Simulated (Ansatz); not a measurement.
# Geometry relaxation of CH$_{7}$BO (part 2 of 2)

CH$_{7}$BO; RKS B3LYP-D4/cc-pVDZ (Ansatz 0.2.0). The input holds or restrains some coordinates. Forces given for the steps count only the free coordinates. It belongs to a series of runs on one base structure; here: pulled along the bonds that form and break, towards end B.

Geometry of the input (Å):
```
B  0.0000  0.0000  0.0000
O  0.0000  0.0000  1.7600
H  -0.9095  -0.2814  2.0971
H  1.0305  0.0000  -0.5950
C  -1.3856  0.0000  -0.8000
H  -1.9458  -0.9305  -0.5708
H  -1.9898  0.8797  -0.4946
H  -1.1839  0.0508  -1.8903
H  0.0668  1.4124  0.4698
H  0.0544  1.1498  1.3187
```

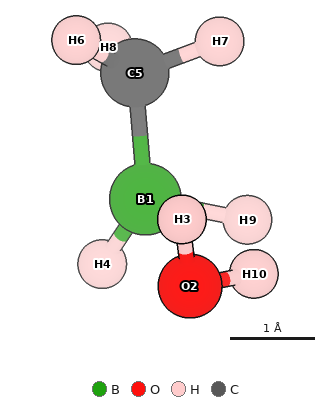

Fig. 1: The geometry at step 3 of the log (ball-and-stick view, seen at an oblique angle; atoms are numbered from 1 in the order of the input).

### The program's output, continued
```
relax step   6: F+E_penalty+E_count = -3874.34624942 eV  Δ(F+E_penalty+E_count) = -6.992e-2 eV  max|allowed force component| = 2.122e0 eV/Å  E_restraint = 0.01943323 eV  max|allowed force component, restraints' pulls added| = 2.447e0 eV/Å  Δτ_max = 0.1949 Å  (27 SCF iters, accepted)
  distance B 0 - H 8 = 1.2103 Å
  distance H 9 - O 1 = 1.0254 Å
  distance B 0 - O 1 = 2.5892 Å
  distance H 9 - H 8 = 1.8746 Å
these checks for a lower state are left out or cut short: starts, cluster_reference, orbital_swaps, neighbouring_geometries, increment
815 factors; integrals over basis functions are off by at most 6.6e-4 eV
mean field -3874.24418397 eV, -142.3758477040 hartree, gradient 1.2e-5 eV, S^2 0.000000; 0 other end points of the search recorded, 0 dependent functions left out
the calculation of the forces begins
reference -3874.24440119 eV, -142.3758556866 hartree; 13, 13 occupied and 64, 64 virtual orbitals, 815 factors
relax step   7: F+E_penalty+E_count = -3874.41350353 eV  Δ(F+E_penalty+E_count) = -6.725e-2 eV  max|allowed force component| = 6.921e-1 eV/Å  E_restraint = 0.01214260 eV  max|allowed force component, restraints' pulls added| = 5.300e-1 eV/Å  Δτ_max = 0.2000 Å  (27 SCF iters, accepted)
  distance B 0 - H 8 = 1.2023 Å
  distance H 9 - O 1 = 0.9886 Å
  distance B 0 - O 1 = 2.6007 Å
  distance H 9 - H 8 = 1.8707 Å
these checks for a lower state are left out or cut short: starts, cluster_reference, orbital_swaps, neighbouring_geometries, increment
815 factors; integrals over basis functions are off by at most 7.2e-4 eV
mean field -3874.27546121 eV, -142.3769971214 hartree, gradient 1.3e-5 eV, S^2 0.000000; 0 other end points of the search recorded, 0 dependent functions left out
the calculation of the forces begins
reference -3874.27567649 eV, -142.3770050326 hartree; 13, 13 occupied and 64, 64 virtual orbitals, 815 factors
relax step   8: F+E_penalty+E_count = -3874.44795086 eV  Δ(F+E_penalty+E_count) = -3.445e-2 eV  max|allowed force component| = 6.792e-1 eV/Å  E_restraint = 0.01105498 eV  max|allowed force component, restraints' pulls added| = 1.286e-1 eV/Å  Δτ_max = 0.2000 Å  (26 SCF iters, accepted)
  distance B 0 - H 8 = 1.1995 Å
  distance H 9 - O 1 = 0.9881 Å
  distance B 0 - O 1 = 2.5980 Å
  distance H 9 - H 8 = 1.8647 Å
815 factors; integrals over basis functions are off by at most 7.2e-4 eV
mean field evaluation 64: about -3866.7329 eV, gradient 6.0e1 eV
mean field -3874.27546121 eV, -142.3769971214 hartree, gradient 1.3e-5 eV, S^2 0.000000; 1 other end points of the search recorded, 0 dependent functions left out
the calculation of the forces begins
reference -3874.27567649 eV, -142.3770050326 hartree; 13, 13 occupied and 64, 64 virtual orbitals, 815 factors
Total energy: -3874.44816614 eV, -142.3833439103 hartree
Atom 0 at     0.107643     0.405912    -0.415242 Å, force    -0.141890    -0.353817     0.232317 eV/Å
Atom 1 at    -0.109672     0.045811     2.148493 Å, force    -0.003678     0.621997    -0.600778 eV/Å
Atom 2 at    -1.057382    -0.157693     2.075774 Å, force     0.106599     0.073984     0.019401 eV/Å
Atom 3 at     1.029415    -0.317481    -0.686429 Å, force     0.027170    -0.027922    -0.032283 eV/Å
Atom 4 at    -1.365104     0.032458    -0.792390 Å, force     0.128650     0.035170     0.064053 eV/Å
Atom 5 at    -1.593538    -1.035207    -0.650713 Å, force    -0.015365    -0.066315    -0.017622 eV/Å
Atom 6 at    -2.133327     0.647458    -0.300249 Å, force    -0.090566     0.011325    -0.020126 eV/Å
Atom 7 at    -1.457518     0.212560    -1.882825 Å, force    -0.021981     0.024329    -0.049990 eV/Å
Atom 8 at     0.359813     1.491161     0.029168 Å, force     0.111469     0.360424    -0.050128 eV/Å
Atom 9 at    -0.043230     0.955821     1.769314 Å, force    -0.100409    -0.679174     0.455157 eV/Å
Dipole moment:    -0.401236     0.140189    -0.063870 e Å
```

### Trajectory as extended XYZ (Å, eV, eV/Å), 8 frames, from step=1 to step=8
```
10
Properties=species:S:1:pos:R:3:forces:R:3 step=1 energy=-3872.66504
B     0.0000    0.0000    0.0000   -0.8275   3.2258   1.4128
O     0.0000    0.0000    1.7600   -1.3483  -2.6639   0.2527
H    -0.9095   -0.2814    2.0971    1.4759   0.4142  -0.5383
H     1.0305    0.0000   -0.5950    0.5940  -0.9738   0.5070
C    -1.3856    0.0000   -0.8000    0.3463  -0.4491   0.7442
H    -1.9458   -0.9305   -0.5708   -0.1795   0.1429  -0.2599
H    -1.9898    0.8797   -0.4946   -0.0447  -0.4160  -0.1702
H    -1.1839    0.0508   -1.8903   -0.1372  -0.0744   0.3019
H     0.0668    1.4124    0.4698    0.3743   1.6002  -2.2812
H     0.0544    1.1498    1.3187   -0.2533  -0.8059   0.0311
10
Properties=species:S:1:pos:R:3:forces:R:3 step=2 energy=-3873.15861
B    -0.0011    0.0909   -0.1019   -0.1961   3.8681   1.1771
O     0.0037    0.0013    1.9051    0.1261   1.1317  -1.5089
H    -0.9141   -0.2851    2.1037    0.3548   0.5878  -0.0544
H     1.0475   -0.0105   -0.6003    0.9839  -1.2987   0.1226
C    -1.3920   -0.0013   -0.8041   -0.3443  -0.5327   0.6060
H    -1.9471   -0.9308   -0.5723   -0.1100   0.0484  -0.3102
H    -1.9923    0.8758   -0.4969   -0.1944  -0.3747  -0.2487
H    -1.1877    0.0498   -1.8895   -0.1990  -0.0806   0.0557
H     0.0711    1.4211    0.2751    0.2070  -0.5187  -0.4750
H     0.0491    1.0693    1.4761   -0.6281  -2.8305   0.6357
10
Properties=species:S:1:pos:R:3:forces:R:3 step=3 energy=-3873.82562
B     0.0037    0.2028   -0.2393    0.0912   2.8551   0.9275
O     0.0153    0.0286    2.0331    0.0176   0.7914  -0.9702
H    -0.9147   -0.2719    2.1054    0.3984   0.6020  -0.0515
H     1.0691   -0.0338   -0.6062    1.1079  -1.4710  -0.2248
C    -1.4039   -0.0065   -0.8054   -0.5586  -0.3676   0.2412
H    -1.9485   -0.9339   -0.5754   -0.0125  -0.1386  -0.2635
H    -1.9978    0.8708   -0.5015   -0.3634  -0.3068  -0.2583
H    -1.1934    0.0473   -1.8896   -0.3623  -0.0783  -0.1610
H     0.0743    1.4017    0.1277    0.1837  -0.1708  -0.0450
H     0.0331    0.9758    1.6462   -0.5021  -1.7154   0.8058
10
Properties=species:S:1:pos:R:3:forces:R:3 step=4 energy=-3874.11200
B     0.0044    0.3426   -0.3747    1.9341  -0.4555   0.4694
O     0.0200    0.0289    2.1566   -0.2517  -0.7068  -0.1190
H    -0.9120   -0.2574    2.1092    0.3167   0.2230   0.0524
H     1.1485   -0.1322   -0.6309   -1.3816  -0.1139   0.1006
C    -1.4278   -0.0104   -0.8119    0.0677   0.2137  -0.0405
H    -1.9391   -0.9524   -0.5845    0.1924  -0.2154  -0.0998
H    -2.0401    0.8528   -0.5194   -0.5028  -0.2020  -0.2066
H    -1.2318    0.0417   -1.9030   -0.4801  -0.0573  -0.2623
H     0.0989    1.4438    0.0509    0.2241   0.8633   0.1442
H     0.0161    0.9234    1.8026   -0.1187   0.4510  -0.0383
10
Properties=species:S:1:pos:R:3:forces:R:3 step=5 energy=-3874.27633
B     0.0437    0.4282   -0.3421    0.5758  -0.7418  -0.4907
O    -0.0507   -0.0271    2.2037   -0.2745   0.7179  -0.9901
H    -1.0157   -0.1937    2.1392    0.5484   0.1960   0.0028
H     1.0690   -0.1922   -0.6232   -0.5813   0.0994   0.2902
C    -1.3913    0.0128   -0.7809   -0.0593   0.3144   0.0744
H    -1.7860   -0.9942   -0.5625    0.2273   0.0367  -0.0555
H    -2.1188    0.7890   -0.4817   -0.1692  -0.2765  -0.1124
H    -1.2733    0.0825   -1.8874   -0.2163  -0.0516  -0.0023
H     0.1779    1.5758   -0.0305    0.2035   0.3763   0.3587
H     0.0823    0.7996    1.6602   -0.2546  -0.6708   0.9250
10
Properties=species:S:1:pos:R:3:forces:R:3 step=6 energy=-3874.34625
B     0.0619    0.4247   -0.4201    0.0983  -0.4966   0.8869
O    -0.0276   -0.0488    2.1238   -0.2299   2.1219  -0.9442
H    -0.9970   -0.1637    2.1595    0.2778  -0.0445   0.0142
H     1.0547   -0.2484   -0.6131   -0.3041   0.0835  -0.1691
C    -1.3967    0.0169   -0.8112    0.1854   0.3786  -0.2614
H    -1.7404   -1.0079   -0.6009    0.2056  -0.0369  -0.0187
H    -2.1490    0.7480   -0.4683   -0.0564  -0.1500  -0.0516
H    -1.3417    0.1065   -1.9210   -0.2525  -0.0604  -0.0255
H     0.2336    1.5302    0.0417    0.1263   0.2319  -0.2326
H     0.0393    0.9233    1.8046   -0.0505  -2.0275   0.8021
10
Properties=species:S:1:pos:R:3:forces:R:3 step=7 energy=-3874.41350
B     0.1010    0.3882   -0.3924    0.0197  -0.0772  -0.3836
O    -0.0587    0.0916    2.1864   -0.3360   0.5666  -0.6921
H    -0.9824   -0.2135    2.2526    0.2154   0.0831  -0.0173
H     1.0008   -0.3510   -0.7101   -0.0038  -0.0220   0.1628
C    -1.3636    0.0620   -0.8455   -0.1807  -0.1655   0.2757
H    -1.5847   -1.0069   -0.6945   -0.0449  -0.1402  -0.0883
H    -2.1629    0.6369   -0.3467    0.0459   0.1131  -0.1023
H    -1.4672    0.2262   -1.9437    0.1577   0.0502   0.2360
H     0.4014    1.4711    0.0350    0.0299   0.2277   0.0856
H    -0.1468    0.9762    1.7537    0.0969  -0.6358   0.5235
10
Properties=species:S:1:pos:R:3:forces:R:3 step=8 energy=-3874.44795
B     0.1076    0.4059   -0.4152   -0.1419  -0.3538   0.2323
O    -0.1097    0.0458    2.1485   -0.0037   0.6220  -0.6008
H    -1.0574   -0.1577    2.0758    0.1066   0.0740   0.0194
H     1.0294   -0.3175   -0.6864    0.0272  -0.0279  -0.0323
C    -1.3651    0.0325   -0.7924    0.1286   0.0352   0.0641
H    -1.5935   -1.0352   -0.6507   -0.0154  -0.0663  -0.0176
H    -2.1333    0.6475   -0.3002   -0.0906   0.0113  -0.0201
H    -1.4575    0.2126   -1.8828   -0.0220   0.0243  -0.0500
H     0.3598    1.4912    0.0292    0.1115   0.3604  -0.0501
H    -0.0432    0.9558    1.7693   -0.1004  -0.6792   0.4552
```

### Summary

| quantity | value |
| --- | --- |
| outcome | converged under the restraints of the input |
| total energy | −3874.4482 eV |
| mean-field energy | −3874.2757 eV |
| largest force (length of the vector) at the end, held atoms and coordinates included | 0.865 eV/Å |
| hardware | 1 thread of Arm Neoverse V2, 24 GiB of memory available, shared host |
| wall time | 18 s |
| peak memory | 0.13 GiB |
